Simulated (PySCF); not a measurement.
# BrCl (SMILES [Br-].[Cl]) (charge −1, doublet): what the fields show

```yaml
atoms:
  - { symbol: Cl, position_ang: [1.3918, -0.0140, 0.0038] }
  - { symbol: Br, position_ang: [-1.3862, 0.0163, -0.0323] }
```

Geometry: PBE0-D3(BJ)/ma-def2-SVP.

These are results of DFT single point, gas phase, functional PBE0 in PySCF 2.14.0, density-fitted response routines, not measurements.

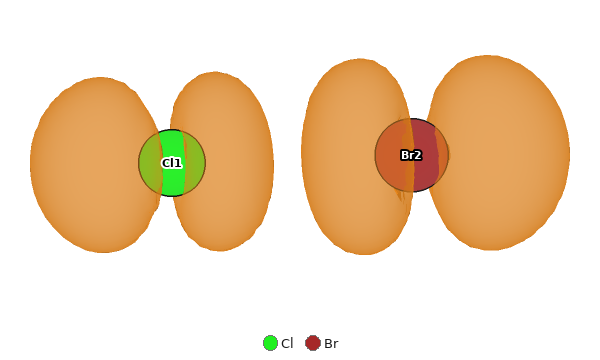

Figure 1. Isosurface of the spin density at +0.015 e/Å³ (orange), seen from one side.

**Describe the spin distribution.**

The unpaired spin (1 electron) lies mostly on Br2 (about 0.5) and Cl1 (about 0.5), in electrons by Hirshfeld's partition.

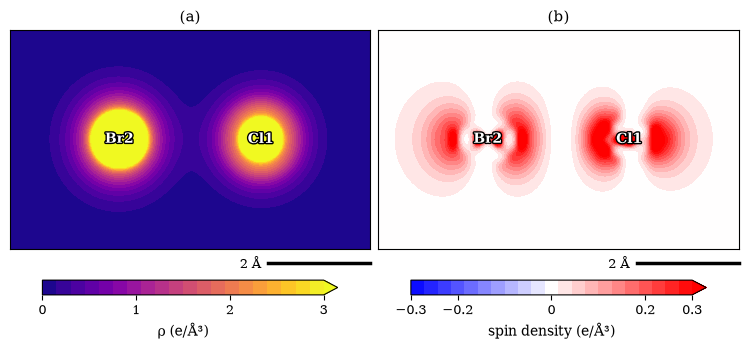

Figure 2. (a) total electron density; (b) spin density (α minus β) on a plane that holds the molecular axis.

**What do the fields say about this system?**

The plane passes through Cl and Br nuclei.
Br–Cl (2.78 Å): ρ is about 0.25 e/Å³ halfway.
